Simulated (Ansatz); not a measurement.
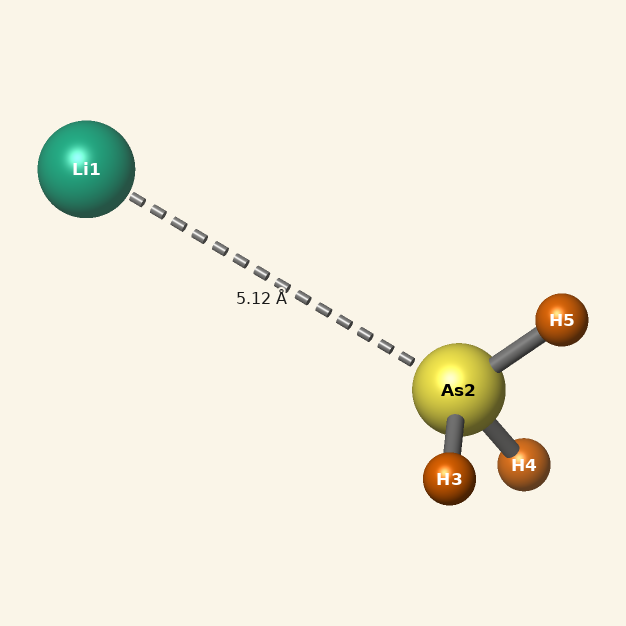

Two molecules or ions; the broken line marks their closest contact (measured against van der Waals radii). The species has charge +1 and is a spin singlet. Geometry: a pair of rigid molecules at a changed separation. Program: Ansatz 0.2.0.

Which two species are they?

Answer. Li and AsH3 (`[AsH3].[Li+]`).

Give the counterpoise-corrected interaction energy (kcal/mol, monomers kept as in the pair) with RHF-CCSD(T) (frozen core)/def2-TZVPPD; ωB97M-V/def2-TZVPPD.

```json
{"level": "RHF-CCSD(T) (frozen core)/def2-TZVPPD", "interaction energy (kcal/mol)": "−4.3"}
{"level": "ωB97M-V/def2-TZVPPD", "interaction energy (kcal/mol)": "−4.4"}
```
